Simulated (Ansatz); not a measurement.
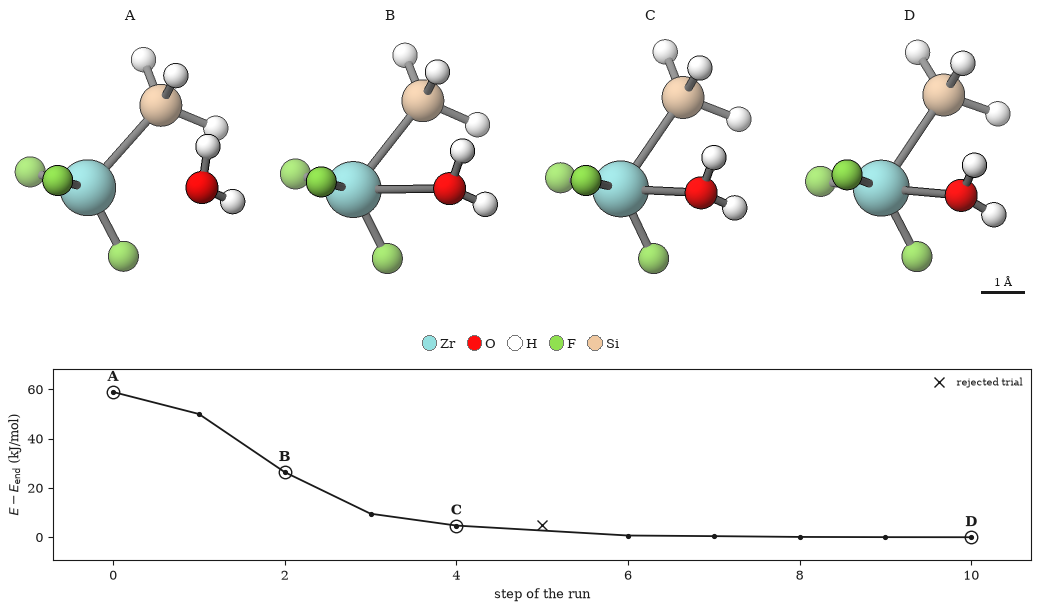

Frames of a relaxation of ZrSiH₅OF₃, marked on the history of the run. The picture is a ball-and-stick view, seen at a tilt.

The run prepares an end point of a later path (reaction) calculation, from a guessed geometry.

The calculation used Ansatz, RKS PBE0-D4/def2-SVP. Settings: no spin polarisation; force threshold 0.03 eV/Å; at most 50 steps.

What happens along the run?

The atom that moves furthest after the best rigid fit is an H atom (0.64 Å). Largest moves by element: H 0.64 Å, O 0.57 Å, F 0.40 Å, Zr 0.38 Å, Si 0.30 Å. Some distances before and after: O–Zr 3.253 → 2.348 Å, H–Zr 3.678 → 2.929 Å, H–Zr 3.515 → 2.993 Å, Si–Zr 2.644 → 2.768 Å. New bonds form, among them: O–Zr (3.25 → 2.35 Å). Among the angles between lasting bonds that change: F–Zr–F 118.9° → 126.0°, F–Zr–F 108.8° → 102.7°, F–Zr–F 108.7° → 103.7°. Over 9 accepted moves (10 points after the start) the energy falls by 58.9 kJ/mol. Largest force component: 0.85 eV/Å at the start, 0.02 eV/Å at the end. The line search rejected the trial step at point 5 of the run. From step 0 to 2: the O atom moves most (0.38 Å), energy −32.5 kJ/mol. From step 2 to 4: an H atom moves most (0.30 Å), energy −21.7 kJ/mol. From step 4 to 10: an H atom moves most (0.26 Å), energy −4.74 kJ/mol.

| step | E − E(0), kJ/mol | largest force component, eV/Å | note |
| --- | --- | --- | --- |
| 0 | 0.00 | 0.8497 |  |
| 1 | -8.93 | 1.0729 |  |
| 2 | -32.53 | 1.2511 |  |
| 3 | -49.39 | 0.9734 |  |
| 4 | -54.20 | 1.1255 |  |
| 5 | -54.00 | 0.2813 | rejected |
| 6 | -58.24 | 0.1262 |  |
| 7 | -58.50 | 0.1922 |  |
| 8 | -58.82 | 0.0540 |  |
| 9 | -58.91 | 0.0314 |  |
| 10 | -58.94 | 0.0197 |  |
